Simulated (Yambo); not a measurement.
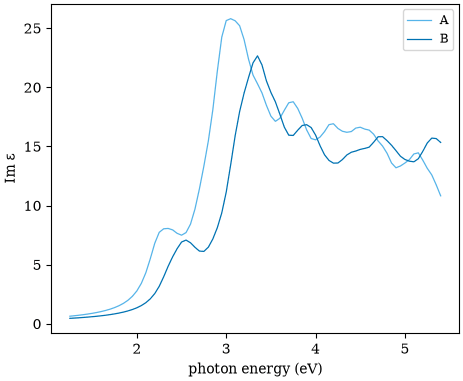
*Two computed absorption spectra of WS2 (space group P6_3/mmc, No. 194) (Yambo, PBEsol bands with the same scissor, field along x)*

Axes are Cartesian, with cell vectors (Å) (3.15, 0.00, 0.00), (-1.58, 2.73, 0.00), (0.00, 0.00, 12.14).

Which curve includes the electron-hole attraction (BSE)?

Curve A: the attraction moves weight to lower energy (centre of the plotted range 3.8 eV against 3.9 eV). Settings: 9×9×2 mesh, 9 valence and 9 conduction bands, static screening with 67 bands and a 3 Ry block, scissor 0.56 eV, Tamm-Dancoff. The scissor comes from a G0W0 run whose convergence isn't established. Broadening 0.15 eV. The band window holds all transitions up to 5.4 eV. On this mesh the peak heights and the fine structure are mesh artefacts; only the shift of weight is robust.

Spin-orbit coupling is not included.

Geometry relaxed with PBE+D3(BJ); primitive cell a = b = 3.154 Å, c = 12.138 Å, α = β = 90.00°, γ = 120.00°.
